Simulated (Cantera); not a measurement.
Feed: 1 mol C6H6, 5.1 mol CO2, 2.4 mol N2, 0.77 mol NH3, at 12.0 bar.

Method: chemical equilibrium by Gibbs-energy minimisation in Cantera with the NASA 1993 tables (ideal gas, pure condensed phases). Candidate condensed phases: C, C6H6, C7H8, C8H18, H2O; 136 gas species. Kinetics and transport are ignored.

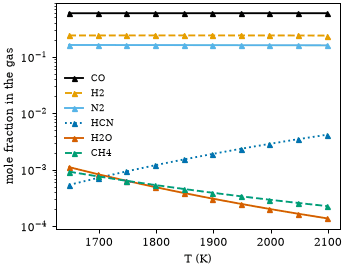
*Equilibrium gas composition (values under 1e-9 drawn at 1e-9)*

Task: Read off the mole fractions at 1848 K.

Result: CO about 0.59, H2 about 0.24, N2 about 0.16, HCN about 0.0015, CH4 about 0.00046, H2O about 0.00039.
